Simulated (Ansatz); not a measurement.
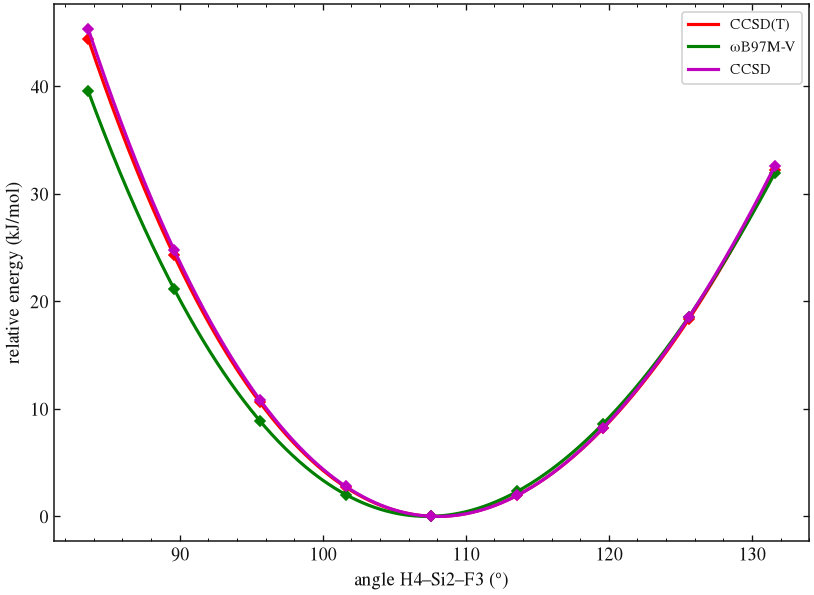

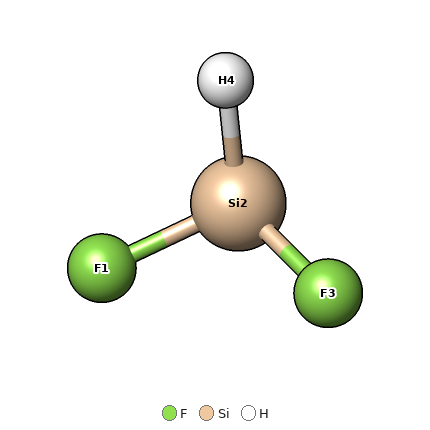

Rigid scan of the bend H4–Si2–F3 in SiHF₂, SMILES F[SiH]F, doublet. The Ansatz code 0.2.0, def2-TZVPP, cores frozen in correlated methods. A bend is scanned from the minimum (PBE0-D4/def2-TZVP); energies less that of the minimum at the same level; the first-named atom and what hangs on it turn in the plane. Splines pass through the computed points, which are marked.

Question: Where is the minimum of each curve?

Answer: CCSD(T): near 108°; ωB97M-V: near 107°; CCSD: near 108° (from the spline).

Question: Which curve follows CCSD(T) best, and which worst?

Answer: Best CCSD, worst ωB97M-V; largest departures: CCSD 0.9, ωB97M-V 4.9 kJ/mol. CCSD(T) is in the same finite basis, not at its limit.
